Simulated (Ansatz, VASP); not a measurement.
**HoBi: VASP beside Ansatz**

Wanted: the spread between two codes on one cell, functional and k mesh. The cell comes out of the VASP series on this material, whose earlier steps may have relaxed, scaled or displaced it; both programs get it as it stands.

Method: plane waves, with VASP 6.6.1 beside it; relaxation of cell and atoms at r2SCAN with rVV10, DFT+U, in Ansatz 0.2.0.

In doubt: a part-filled 4f shell, where there is one, can sit in one of many states, so energies may not be the lowest and differences between runs may mislead; derivatives with an open 4f shell can jump between states, which bears on forces and vibrations.

## Step 1: The starting structure

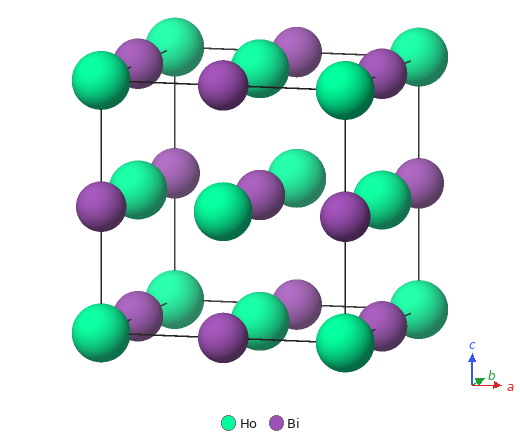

The cell as given, slightly off an axis (holmium green, bismuth purple). This picture shows the conventional cell, with its axes. Some periodic images of atoms are drawn too.

## Step 2: Ansatz: relaxation of cell and atoms, r2SCAN with rVV10, DFT+U

Ansatz runs on its default PAW (the set named soft_2) files.

The relaxed volume is the usual yardstick between codes: its relative difference is about their pressure difference at one cell divided by the bulk modulus.

Input file input.yaml:

```yaml
crystal:
  lattice:
    - [0.0, 3.1281455608, 3.1281455608]
    - [3.1281455608, 0.0, 3.1281455608]
    - [3.1281455608, 3.1281455608, 0.0]
  atoms:
    - { symbol: Ho, position: [0.0, 0.0, 0.0], spin: 4.0 }
    - { symbol: Bi, position: [0.5, 0.5, 0.5] }
hamiltonian:
  xc: r2scan
  pseudopotentials: { kind: paw }
  dispersion: rvv10
  hubbard: { sites: [{ species: Ho, l: f, u_eff: 7.0 }] }
magnetization:
  spin_polarized: true
kpoints:
  mp_grid: { grid: [6, 6, 6] }
scf:
  occupations: { method: methfessel_paxton, width: 0.2 }
relax:
  f_tol: 0.01
  max_steps: 60
  cell: { stress_tol: 0.05 }
output:
  forces: true
  stress: true
  write_density: true
  write_potential: true
  elf: true
  volumetric_format: npy
```

Started as:

```sh
$ ansatz run input.yaml --threads 4 --pin off --max-ram 9216MiB --backend cpu --events-out ev --progress --plain --runs-dir out
```

Numbers of over 12 decimals in the logs are rounded to 6 here.

Output:

```text
Ho: projections on atomic orbitals take those of the free atom [Kr 4d10] 4f11 5s2 5p6 5d0 6s2, of charge +0.00 (hamiltonian.pseudopotentials.projection_atoms); the dataset's partial waves leave at most 4.5e-4 of an orbital's norm unspanned inside its sphere
Bi: projections on atomic orbitals take those of the free atom [Xe 4f14] 5d10 6s2 6p3, of charge +0.00 (hamiltonian.pseudopotentials.projection_atoms); the dataset's partial waves leave at most 4.7e-5 of an orbital's norm unspanned inside its sphere
Engine: ansatz 0.2.0, x86_64-unknown-linux-gnu
Pseudopotentials: kind: paw
Pseudopotential: Ho, paw, valence charge 21, recommended cutoff 500 eV (meta_gga), Ho.paw.azcp
Pseudopotential: Bi, paw, valence charge 15, recommended cutoff 500 eV (meta_gga), Bi.paw.azcp
Functional definition: r2SCAN+rVV10
  parameter k0 = 0.174
  parameter k1 = 0.065
  parameter a1 = 4.9479
  exchange = r2scan_x(k0 = k0, k1 = k1, a1 = a1)
  correlation = r2scan_c + rvv10(11.95, 0.0093)
Crystal: 2 atoms, lattice volume = 61.220 Å³
Basis set: ecut = 500 eV, 1471 PW (Γ), exchange–correlation on 160×160×160 points (64 copies of the dense FFT grid, shifted against one another)
Bands: 24, of which v1, the nominal top of the filled ones, is band 18 counted from 1 (17 counted from 0)
Symmetry: 48 space group operations
Space group: Fm-3m (ITA 225), of the structure as read, at distance tolerance 3.9e-5 Å
Magnetic group: BNS 225.116 (UNI 1618), of the structure as read, at distance tolerance 3.9e-5 Å
k-points: 16 of 216
Non-local potential: Ho, projectors of the file, l = 0: 3, l = 1: 2, l = 2: 2, l = 3: 3
Non-local potential: Bi, projectors of the file, l = 0: 2, l = 1: 2, l = 2: 2, l = 3: 2
PAW form: soft (Blöchl's): semilocal exchange-correlation on the pseudo side does not see the compensation charge
rVV10 density: all electrons in the spheres
PAW frozen core: Ho, regenerated for the run's functional (the file was generated under x = pbe(κ = 0.804, μ = 0.219515), c = pbe(β = 0.066725))
PAW frozen core: Bi, regenerated for the run's functional (the file was generated under x = pbe(κ = 0.804, μ = 0.219515), c = pbe(β = 0.066725))
PAW one-centre angular grid: Ho, 2702 points (default); XC on 160 Gauss nodes
PAW one-centre angular grid: Bi, 590 points (default); XC on 160 Gauss nodes
Initial density: superposition of atomic densities (chi_scale 0.1, normalization cell, long waves kept (reshape's long-wave potential 0.00 eV rms))
Starting moments: Σ|m| = 4 μB on 1 of 2 sites
Initial wavefunctions: pseudopotential atomic-orbital guess
Functional: x = r2scan, c = r2scan + rvv10(b = 11.95, C = 0.0093); τ floored in thin density (d = 2e-4 eV/Å³)
SCF iter   1: F=—  HF=-23731.552593 eV  |F-HF|=—  |Δ(HF+E_count)|=         —  Δρ=2.76e-1 (↑8.75e-2 ↓2.76e-1)  dr2=7.73e1  dr2_τ=1.38e-1  dr2_m=5.97e0  M=1.272 μB ∫|m|=1.272 μB  β_m=0.30  ethr=3.10e-3  ⟨swp⟩=4.9  Hψ=2986  notcnv=0
preconditioner: auto → Kerker (q_TF=auto, 2.497 Å⁻¹)  [metal: Δε(μ)=0.020 eV  Ē_g=15.211 eV  σ=0.200 eV  W_gap=0.08  n_scr=14 (ndim 8)  ℏωp=27.7 eV  f_vac=0.000  D(μ)=16.72/eV (n_scr^D=338)]
spin=Collinear: Kerker preconditioning applied to the charge; magnetization (m = ρ↑ − ρ↓) channel mixes plain (no charge-response kernel on spin).
SCF iter   2: F=—  HF=-23752.208786 eV  |F-HF|=—  |Δ(HF+E_count)|=    2.07e1  S|Δr|=    0.00e0  Δρ=5.75e-1 (↑4.62e-2 ↓5.75e-1)  dr2=1.63e2  dr2_τ=1.58e-1  dr2_m=4.57e1  M=7.457 μB ∫|m|=7.507 μB  β_m=1.00  ethr=3.10e-3  ⟨swp⟩=5.7  Hψ=6913  notcnv=0  κ⁻¹=1.0e0(r=1)
automatic band count: the SCF goes on with 28 bands, as 24 were too few: the levels above may hold too much charge
SCF iter   3: F=—  HF=-23715.837292 eV  |F-HF|=—  |Δ(HF+E_count)|=    3.64e1  S|Δr|=    0.00e0  Δρ=1.79e-1 (↑1.79e-1 ↓4.13e-2)  dr2=1.06e1  dr2_τ=9.26e-1  dr2_m=6.12e0  M=4.588 μB ∫|m|=4.805 μB  β_m=0.30  ethr=3.10e-3  ⟨swp⟩=4.5  Hψ=3049  notcnv=0  defer=88  κ⁻¹=1.2e-3(r=2)
SCF iter   4: F=—  HF=-23722.769175 eV  |F-HF|=—  |Δ(HF+E_count)|=    6.93e0  S|Δr|=    0.00e0  Δρ=1.32e-1 (↑1.32e-1 ↓9.69e-2)  dr2=7.48e-1  dr2_τ=7.86e-2  dr2_m=7.20e0  M=4.019 μB ∫|m|=4.103 μB  β_m=0.30  ethr=3.10e-3  ⟨swp⟩=3.3  Hψ=1944  notcnv=0  defer=79  κ⁻¹=5.5e-5(r=3)
SCF iter   5: F=—  HF=-23728.695006 eV  |F-HF|=—  |Δ(HF+E_count)|=    5.93e0  S|Δr|=    0.00e0  Δρ=9.54e-2 (↑9.54e-2 ↓5.23e-2)  dr2=1.26e0  dr2_τ=3.28e-2  dr2_m=2.93e0  M=4.048 μB ∫|m|=4.274 μB  β_m=0.30  ethr=2.08e-3  ⟨swp⟩=2.2  Hψ=1981  notcnv=0  defer=74  κ⁻¹=2.2e-5(r=4)
SCF iter   6: F=—  HF=-23732.834033 eV  |F-HF|=—  |Δ(HF+E_count)|=    4.14e0  S|Δr|=    0.00e0  Δρ=6.98e-2 (↑6.98e-2 ↓3.83e-2)  dr2=5.86e-1  dr2_τ=1.62e-2  dr2_m=1.62e0  M=4.052 μB ∫|m|=4.230 μB  β_m=0.30  ethr=2.08e-3  ⟨swp⟩=2.1  Hψ=1626  notcnv=0  defer=74  κ⁻¹=2.6e-6(r=5)
SCF iter   7: F=—  HF=-23735.022174 eV  |F-HF|=—  |Δ(HF+E_count)|=    2.19e0  S|Δr|=    0.00e0  Δρ=5.19e-2 (↑5.19e-2 ↓2.73e-2)  dr2=3.55e-1  dr2_τ=9.13e-3  dr2_m=8.75e-1  M=4.047 μB ∫|m|=4.207 μB  β_m=1.20  ethr=1.63e-3  ⟨swp⟩=2.0  Hψ=1535  notcnv=0  defer=76
Mixer restart at iter 7: flushing history
spin-set hold released at iteration 7 (site moments contracting): the magnetisation degrees of freedom join the quasi-Newton model from the next iteration; the mixer history was flushed
[...]
rVV10 density: all electrons in the spheres
iter 1 solved again at ethr=1.37e-7 eV; its pass at ethr=3.10e-3 eV (dr2=4.95e-5 eV) is discarded
SCF iter   1: F=-23738.919496 eV  HF=-23738.919522 eV  |F-HF|=2.55e-5  |Δ(HF+E_count)|=         —  Δρ=1.06e-4 (↑9.19e-5 ↓1.06e-4)  dr2=4.95e-5  dr2_τ=1.70e-7  dr2_m=6.98e-8  M=4.022 μB ∫|m|=4.153 μB  β_m=1.20  ethr=1.37e-7  ⟨swp⟩=1.0  Hψ=9019  notcnv=0
preconditioner: auto → none  [insulator: Δε(μ)=0.289 eV  Ē_g=19.490 eV  σ=0.100 eV  W_gap=0.54  n_scr=14 (ndim 8)  ℏωp=27.7 eV  f_vac=0.000  D(μ)=0.25/eV (n_scr^D=0)  ε∞_Penn≈3.0]
SCF iter   2: F=-23738.919511 eV  HF=-23738.919512 eV  |F-HF|=1.09e-6  |Δ(HF+E_count)|=   9.35e-6  Δρ=5.82e-5 (↑5.27e-5 ↓5.82e-5)  dr2=1.00e-5  dr2_τ=8.17e-8  dr2_m=7.00e-9  M=4.022 μB ∫|m|=4.152 μB  ethr=1.37e-7  ⟨swp⟩=2.9  Hψ=3821  notcnv=0
SCF 2 converged in 2 iterations: F = -23738.919511 eV  dr2 = 1.00e-5
rVV10 density: all electrons in the spheres
iter 1 solved again at ethr=2.78e-8 eV; its pass at ethr=2.78e-6 eV (dr2=1.00e-5 eV) is discarded
SCF iter   1: F=-23738.919511 eV  HF=-23738.919512 eV  |F-HF|=9.99e-7  |Δ(HF+E_count)|=         —  Δρ=5.91e-5 (↑5.30e-5 ↓5.91e-5)  dr2=1.00e-5  dr2_τ=9.81e-8  dr2_m=7.17e-9  M=4.022 μB ∫|m|=4.152 μB  ethr=2.78e-8  ⟨swp⟩=1.0  Hψ=11259  notcnv=0
preconditioner: auto → none  [insulator: Δε(μ)=0.288 eV  Ē_g=19.492 eV  σ=0.100 eV  W_gap=0.53  n_scr=14 (ndim 8)  ℏωp=27.7 eV  f_vac=0.000  D(μ)=0.25/eV (n_scr^D=0)  ε∞_Penn≈3.0]
SCF iter   2: F=-23738.919512 eV  HF=-23738.919512 eV  |F-HF|=4.43e-7  |Δ(HF+E_count)|=   7.07e-9  Δρ=1.40e-5 (↑1.40e-5 ↓1.14e-5)  dr2=3.10e-7  dr2_τ=8.40e-9  dr2_m=6.60e-9  M=4.022 μB ∫|m|=4.152 μB  ethr=2.78e-6  ⟨swp⟩=2.0  Hψ=8431  notcnv=0
SCF iter   3: F=-23738.919513 eV  HF=-23738.919513 eV  |F-HF|=1.40e-8  |Δ(HF+E_count)|=   4.78e-7  Δρ=2.65e-6 (↑2.18e-6 ↓2.65e-6)  dr2=7.67e-9  dr2_τ=3.46e-9  dr2_m=4.16e-10  M=4.022 μB ∫|m|=4.152 μB  ethr=2.78e-10  ⟨swp⟩=2.3  Hψ=7529  notcnv=0
rVV10 density: all electrons in the spheres
iter 1 solved again at ethr=2.78e-8 eV; its pass at ethr=2.78e-6 eV (dr2=1.00e-5 eV) is discarded
SCF iter   1: F=-23738.919511 eV  HF=-23738.919512 eV  |F-HF|=9.99e-7  |Δ(HF+E_count)|=         —  Δρ=5.91e-5 (↑5.30e-5 ↓5.91e-5)  dr2=1.00e-5  dr2_τ=9.81e-8  dr2_m=7.17e-9  M=4.022 μB ∫|m|=4.152 μB  ethr=2.78e-8  ⟨swp⟩=1.0  Hψ=31564  notcnv=0
SCF iter   2: F=-23738.919512 eV  HF=-23738.919512 eV  |F-HF|=5.19e-7  |Δ(HF+E_count)|=   1.73e-7  Δρ=1.38e-5 (↑1.38e-5 ↓1.09e-5)  dr2=2.95e-7  dr2_τ=7.80e-9  dr2_m=5.62e-9  M=4.022 μB ∫|m|=4.152 μB  ethr=2.78e-6  ⟨swp⟩=2.0  Hψ=23619  notcnv=0
SCF iter   3: F=-23738.919513 eV  HF=-23738.919513 eV  |F-HF|=1.34e-8  |Δ(HF+E_count)|=   2.80e-7  Δρ=2.77e-6 (↑2.47e-6 ↓2.77e-6)  dr2=8.80e-9  dr2_τ=3.07e-9  dr2_m=4.51e-10  M=4.022 μB ∫|m|=4.152 μB  ethr=2.78e-10  ⟨swp⟩=2.2  Hψ=21173  notcnv=0
SCF converged after 6 iterations
Stability not checked: this state was not tested for a lower state beside it, because cold or Methfessel-Paxton smearing, or corrected tetrahedra, fill the levels in a way that the test cannot read (fill_not_monotonic; see scf.lower_state_search)
Magnetization: 4.0225 μB (20.0113 up, 15.9887 down)
Absolute magnetization: 4.1457 μB (∫|ρ↑−ρ↓|, with the PAW one-centre terms)
Spin contamination: 0.0077 ħ² per cell (⟨S²⟩ above its minimum at these occupations)
Per-site moments (μB) at R_I (Å): [(4.053694, 1.289617), (-0.045424, 1.289617)]
Free energy (F): -23738.914682 eV
Harris-Foulkes:  -23738.914682 eV  (|F-HF|=1.78e-10)
Internal energy: -23738.914615 eV  (E = F + TS)
E sigma→0 (E₀):  -23738.914665 eV
Entropy (-TS):   -0.000067 eV (-0.033 meV/atom)
Fermi energy:    12.123478 eV
Step filling:    the computed levels leave a gap of 0.0082 eV = 0.0 smearing widths at the electron count; against every level under it full and every level over it empty, smearing changes F+E_penalty+E_count by -0.278 meV and its σ→0 estimate by -0.262 meV
--- Per-component energies (eV) ---
  E_band       = -169.648229
  E_kinetic    = 681.352474
  E_local      = -5391.698311  (includes V_loc(G=0)·N_el)
  E_nonlocal   = 1154.380265
  E_hartree    = 2142.247971
  E_xc         = -326.476417
  E_vxc        = -410.263863  (∫ρ·V_xc dr)
  E_hubbard    = 0.167809  (on-site DFT+U / exact-exchange correction)
  E_vhub       = -34.590111  (the Hubbard potential's part of the band-sum identity)
  E_paw        = -17693.747860  (= ΣΔE_a)
  E_vpaw       = -478.242375  (= ΣTr[D̂ρ^β])
  E_aug_tail   = -0.000139  (compensation charges beyond the density's cutoff)
  E_vtau       = 24.917843  (kinetic-family band-sum trace: ∫τ·v_τ [+ j·A + Jᵃ·Aᵃ] dr)
  E_ewald      = -4306.579727
  E_core_change = 1.439318  (= ΣΔE_core)
  E_smearing   = -0.000067  (= −TS)
  E_closure    = -0.000000  (closes the sum)
  Σ components = -23738.914682   (vs F -23738.914682, Δ=0.00e0)
--- Forces (eV/Å), atoms counted from 1 ---
  atom   1  Ho    -0.00000000    -0.00000000     0.00000000
  atom   2  Bi     0.00000000     0.00000000     0.00000000
  max |Σ_I F_I| component: 1.16e-28 eV/Å
--- Stress (GPa, compression-positive) ---
       -0.004350       0.000010       0.000009
       -0.000009      -0.004350       0.000010
       -0.000010      -0.000009      -0.004350
  P = ⅓ Tr σ = -0.0044 GPa (-0.044 kbar)
--- Band table (eV; the first three rows and the last of 80) ---
  k-point 0 ↑: bands = [... 14 lower, 2.7922, 2.7922, 2.7923, 13.1378, 13.1379, 13.1379, 13.3603, 13.3603, ... 6 higher]
  k-point 1 ↑: bands = [... 14 lower, 2.7915, 2.7916, 2.7961, 10.7313, 11.7042, 11.7042, 13.7442, 13.7442, ... 6 higher]
  k-point 2 ↑: bands = [... 14 lower, 2.7907, 2.7907, 2.8147, 8.4783, 10.5901, 10.5902, 14.2578, 14.4922, ... 6 higher]
  k-point 39 ↓: bands = [... 14 lower, 9.8171, 10.3575, 14.5724, 14.7075, 14.7683, 14.8660, 14.8936, 15.1608, ... 6 higher]
--- Relaxed structure (6 steps of the walk, 6 accepted, 2 SCFs on fresh bases) ---
  F+E_penalty+E_count = -23738.91468168 eV   max|allowed force component| = 5.995e-29 eV/Å   (the final SCF, on the basis selected at the relaxed cell)
  cell:  # Å, volume = 61.1139 Å³
    - [1.3150186506123013e-18, 3.126342, 3.126342]
    - [3.126345, -2.8153632158818683e-6, 3.126345]
    - [3.126342, 3.126342, 1.315653925322742e-18]
  atoms:
    - { symbol: Ho, position: [0, 0, 0] }
    - { symbol: Bi, position: [0.5, 0.500000, 0.500000] }
```

Wall time 4.5 min (4 threads of Intel Xeon Platinum 8559C (Emerald Rapids), shared host); peak memory 1.8 GiB; 17 min of CPU time.

(Continued in part 2 of 3.)

[Lines on the potential files, build, host, timing and source positions are cut from VASP's logs without a mark.]

[Logs are printed without paths, hosts, clocks, repeated set-up lines and the standing remarks that a program may print on its own settings, such as how far it seeks lower states.]

[Hosts, paths, dates, database ids (printed as entryN), source tags and the programs' standing remarks are cut or masked in the printed files.]
